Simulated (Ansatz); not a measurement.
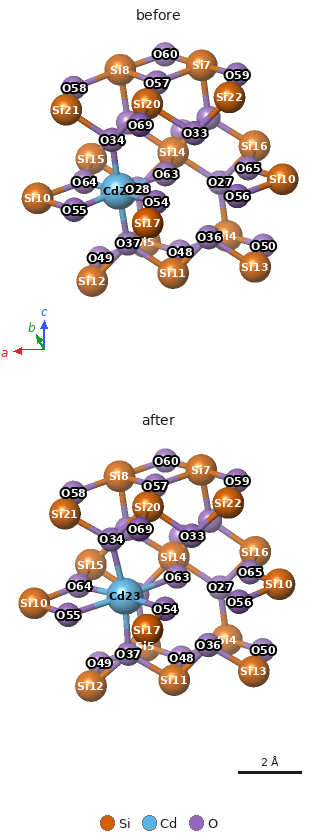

The structure of a defect cell of composition Si22CdO48 before (top) and after (bottom) a relaxation, at one scale.

Style: ball-and-stick. Shown: the atoms within 4.2 Å of the atom that moves most (axes of the cell of the calculation, reduced to other axes (origin shifted)), from a free direction. Lengths and directions refer to the drawn axes.

The atoms of the start lie slightly off their symmetric places, so part of the fall in energy undoes that.

Method: DFT, PBEsol, PAW, plane waves in Ansatz 0.2.0. Settings: plane-wave cutoff 420 eV; k-point mesh 1 × 1 × 1; mesh shifted by (0.25, 0.25, 0.25); collinear spin; atoms relaxed in a fixed cell; force threshold 0.03 eV/Å; at most 80 steps.

Summarise the run.

Answer. Over 7 geometry steps the energy falls by 6.025 eV per cell of the calculation. Largest force component: 6.6 eV/Å at the start, 0.023 eV/Å at the end. The atom that moves furthest is an O atom (0.39 Å along [−3 −1 1]). By element the largest moves are O 0.39 Å, Cd 0.20 Å, Si 0.11 Å. The cell doesn't change. Some distances before and after: Cd–O 1.752 → 2.084 Å, Cd–O 1.786 → 2.028 Å, Cd–O 1.816 → 2.029 Å, Cd–O 1.796 → 2.002 Å. Among the angles between lasting bonds that change: O–Cd–O 84.0° → 71.8°, Si–O–Cd 132.4° → 120.7°, O–Si–O 91.0° → 80.8°. The program noted that the starting moments weren't kept.

Limits of the set-up: the periodic images lie only 8.0 Å apart, so the values are limited by the cell's size.
